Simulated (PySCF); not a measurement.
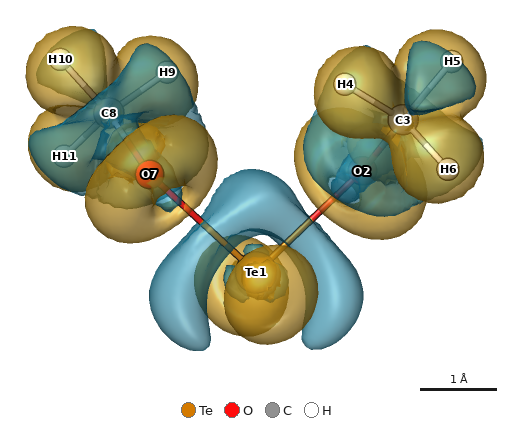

Te(OMe)2 (C2H6O2Te). Deformation density (molecule less spherical, spin-averaged free atoms at the same positions), surfaces at ±0.05 e/Å³; yellow: gain, teal: loss.

Level of theory: BP86/def2-SVP (PySCF), at a geometry from GFN2-xTB. Core potentials replace the inner electrons of Te; spin–orbit coupling isn't included. This is a single-reference result, which may miss multireference character in this system. No frequency check shows the geometry to be a minimum. GFN2-xTB bond lengths at metals and heavier atoms can be off by up to 0.1 Å and shapes distorted, which carries into these values.

Question: Describe the bonding that the map shows.

Answer: C3–H4 and C8–H9: +0.70 e/Å³ at the bond critical point (bond length 1.09 Å, Mayer order 1.0). C3–H5 and C8–H10: +0.69 e/Å³ at the bond critical point (bond length 1.09 Å, Mayer order 1.0). C3–H6 and C8–H11: +0.69 e/Å³ at the bond critical point (bond length 1.09 Å, Mayer order 1.0). O7–C8 and O2–C3: +0.10 e/Å³ at the bond critical point (bond length 1.41 Å, Mayer order 1.0); up to 0.6 Å beside the axis the gain reaches +0.28 e/Å³. Te1–O2: −0.06 e/Å³ at the bond critical point (bond length 1.98 Å, Mayer order 1.0); up to 0.6 Å beside the axis the gain reaches +0.08 e/Å³. Te1–O7: −0.06 e/Å³ at the bond critical point (bond length 1.99 Å, Mayer order 1.0); up to 0.6 Å beside the axis the gain reaches +0.08 e/Å³. In all, 2.5 electrons gather in the regions of gain relative to the promolecule. A small or negative value marks a very polar bond, one between electron-rich atoms, whose free-atom densities already overlap strongly, a long bond to a heavier atom, or a closed-shell contact such as a hydrogen bond.
